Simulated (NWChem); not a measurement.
# SnH4 (SMILES [SnH4]): CCSD(T)/def2-SVPD (core potential)

What is the vertical singlet–triplet gap of SnH4 at CCSD(T)/def2-SVPD (core potential)? 

The calculation is run with NWChem 7.3.0.

5 further runs of the same task are left out: 3 that didn't finish, 2 set aside as unsound or not needed. Runs told in other sessions of the task aren't counted.

### Step 1. The structure to begin with

SnH4 has 5 atoms, charge 0, and is taken as a singlet. As SMILES, `[SnH4]`. The coordinates come from a PBE0-D4/def2-TZVP relaxation.

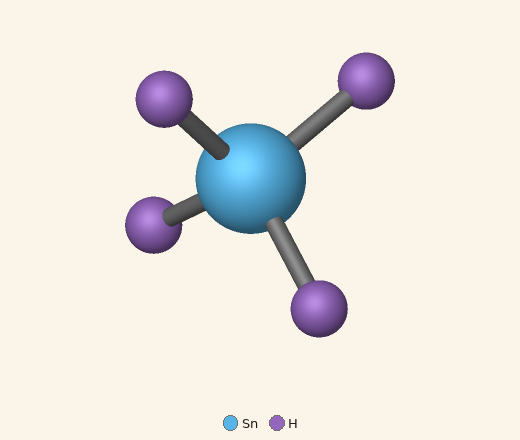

The structure, seen from a chosen angle (tin blue, hydrogen purple).

### Step 2. The energy at CCSD(T)/def2-SVPD (core potential)

File mymol.xyz:

```xyz
5

Sn     0.000030     0.000010     0.000040
H      0.823920    -0.853480     1.222940
H     -1.563610     0.403420     0.543140
H     -0.116810    -0.974610    -1.392490
H      0.856470     1.424640    -0.373640
```

File mymol.nw:

```
start mymol
memory stack 880 mb heap 220 mb global 1100 mb
charge 0
geometry noautosym nocenter noautoz
  load format xyz mymol.xyz
end
basis "ao basis" spherical bse
  * library def2-SVPD
end
ecp bse
  Sn library def2-SVPD
end
scf
  thresh 1e-08
  maxiter 80
  print medium
end
ccsd
  freeze core 4
  maxiter 60
end
task ccsd(t) energy
```

On the command line:

```bash
$ nwchem mymol.nw > mymol.out
```

Log:

```text
[...]
  functions       =    64
[...]
  wavefunction    = RHF
[...]
         Total SCF energy =   -215.633361779787
      One-electron energy =   -434.931924833244
      Two-electron energy =    190.824591025838
 Nuclear repulsion energy =     28.473972027619
        Time for solution =      7.1s
[...]
 Total MP2 energy:           -215.773135348482413
[...]
             energy      energy      error      ampl     ampl      Block
                                                time     time      time
[...]
 Total CCSD energy:           -215.803777690441905
[...]
 Total CCSD+T(CCSD) energy:           -215.807736705457472
[...]
 Total CCSD(T) energy:                -215.807585891108999
[...]
```

Wall time 52 s (1 thread of Intel Xeon Platinum 8259CL at 2.50GHz (Skylake/Cascade Lake), shared host); peak memory 0.15 GiB.

### Step 3. The triplet, same level

File run.py:

```python
from ase import Atoms
from ase.calculators.nwchem import NWChem

atoms = Atoms('SnHHHH', positions=[
    [0.000030, 0.000010, 0.000040],
    [0.823920, -0.853480, 1.222940],
    [-1.563610, 0.403420, 0.543140],
    [-0.116810, -0.974610, -1.392490],
    [0.856470, 1.424640, -0.373640],
])

calc = NWChem(
    label='test',
    theory='tce',
    memory='2200 mb',
    basis='def2-SVPD',
    basispar='spherical bse',
    scf={'nopen': '2', 'uhf': None, 'thresh': '1e-08', 'maxiter': '80'},
    tce={'scf': None, 'ccsd(t)': None, 'freeze': 'core 4', 'maxiter': '60'},
    task='energy',
    **{'ecp bse': {'Sn library': 'def2-SVPD'}},
)
atoms.calc = calc

print("Total energy (eV):", round(atoms.get_potential_energy(), 6))
```

On the command line:

```bash
$ export ASE_NWCHEM_COMMAND="nwchem PREFIX.nwi > PREFIX.nwo"
$ python run.py
```

Log:

```text
Total energy (eV): -5864.951121
```

The calculator wrote test.nwi:

```
title "test"

permanent_dir test

scratch_dir test

start test

geometry units angstrom nocenter noautosym noautoz
  Sn 3.0000000000000001e-05 1.0000000000000001e-05 4.0000000000000003e-05
  H  8.2391999999999999e-01 -8.5348000000000002e-01 1.2229399999999999e+00
  H  -1.5636099999999999e+00 4.0342000000000000e-01 5.4313999999999996e-01
  H  -1.1681000000000000e-01 -9.7460999999999998e-01 -1.3924900000000000e+00
  H  8.5646999999999995e-01 1.4246399999999999e+00 -3.7364000000000003e-01
end

memory 2200 mb

basis spherical bse noprint
   * library def2-SVPD
end

scf
  nopen 2
  uhf
  thresh 1e-08
  maxiter 80
end
tce
  scf
  ccsd(t)
  freeze core 4
  maxiter 60
end
ecp bse
  Sn library def2-SVPD
end

task tce energy
```

test.nwo, cut to the lines that bear on the results:

```text
[...]
      One electron energy =   -434.033039623630
[... 1 line left out ...]
 Nuclear repulsion energy =     28.473972027619
[... 36 lines left out ...]
          Final beta eigenvalues
[... 290 lines left out ...]
                     UHF Final Beta Molecular Orbital Analysis
[...]
 CCSD total energy / hartree       =      -215.527666443350512
[...]
 CCSD[T] total energy / hartree       =      -215.533281044772622
[...]
 CCSD(T) total energy / hartree       =      -215.532980034615321
[...]
```

It took 2 min on 1 thread of Intel Xeon Platinum 8259CL at 2.50GHz (Skylake/Cascade Lake), shared host; peak memory 0.58 GiB.

### Step 4. Outcome

At CCSD(T)/def2-SVPD (core potential), 4 core orbitals frozen:

| quantity | value |
| --- | --- |
| singlet: total energy | -215.80759 Eh |
| singlet: HOMO energy (Hartree–Fock orbitals) | -12.16 eV |
| singlet: LUMO energy (Hartree–Fock orbitals) | 1.72 eV |
| singlet: HOMO–LUMO gap (Hartree–Fock orbitals) | 13.88 eV |
| singlet: correlation energy (4 core orbitals frozen) | -174.2 mEh |
| singlet: (T) correction | -3.81 mEh |
| triplet: total energy | -215.53298 Eh |
| triplet: HOMO energy (Hartree–Fock orbitals) (highest over α and β) | -4.14 eV |
| triplet: LUMO energy (Hartree–Fock orbitals) (lowest over α and β) | -2.87 eV |
| triplet: correlation energy (4 core orbitals frozen) | -165.8 mEh |
| triplet: (T) correction | -5.31 mEh |
| triplet: ⟨S²⟩ of the reference determinant | 2.005 |
| vertical energy of the triplet above the singlet | 7.472 eV |

In words: At this shape the triplet lies 7.47 eV (721 kJ/mol) above the singlet. The triples (singlet) make up 2.2 % of the correlation energy. The triples (triplet) make up 3.2 % of the correlation energy.
